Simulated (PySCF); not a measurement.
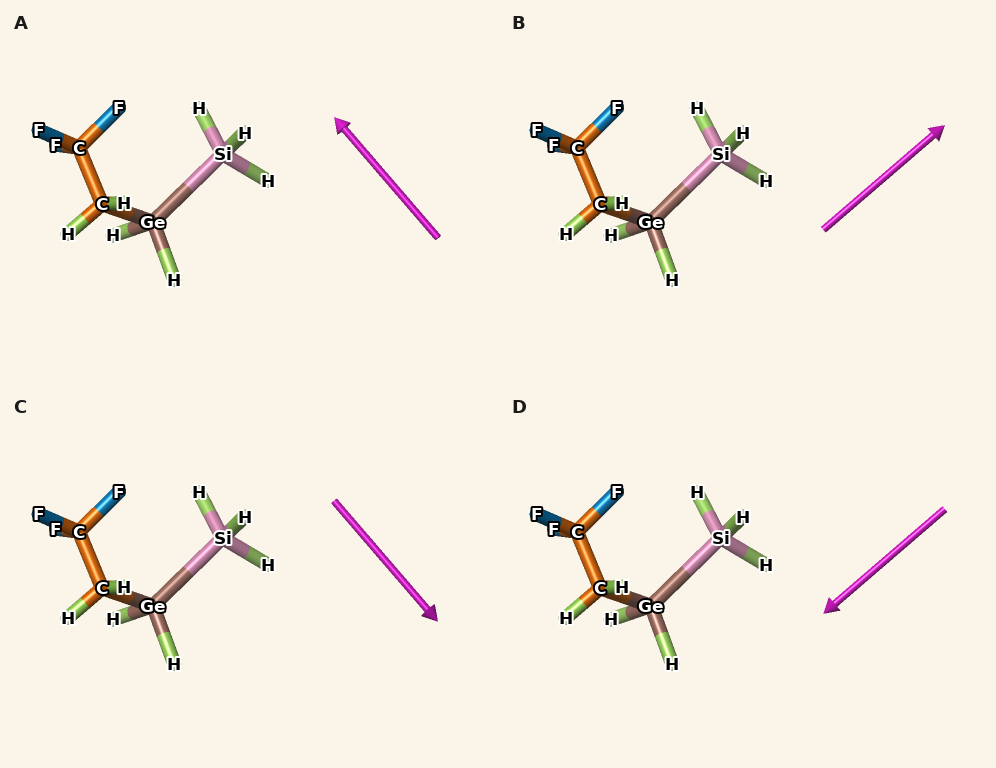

The same molecule four times, each with an arrow. Computed geometry: GFN2-xTB optimisation. No frequency run is at hand to confirm it as a minimum. Level of theory: PBE0/def2-SVPD, gas phase (PySCF 2.14.0).

### Which arrow points along the dipole moment, from the negative to the positive end?

C. The dipole moment is 2.00 D.

The geometry is semi-empirical. Around Ge, Si such bond lengths and angles can be off by a tenth of an ångström or more and by several degrees, and values that hang on the shape move with them.
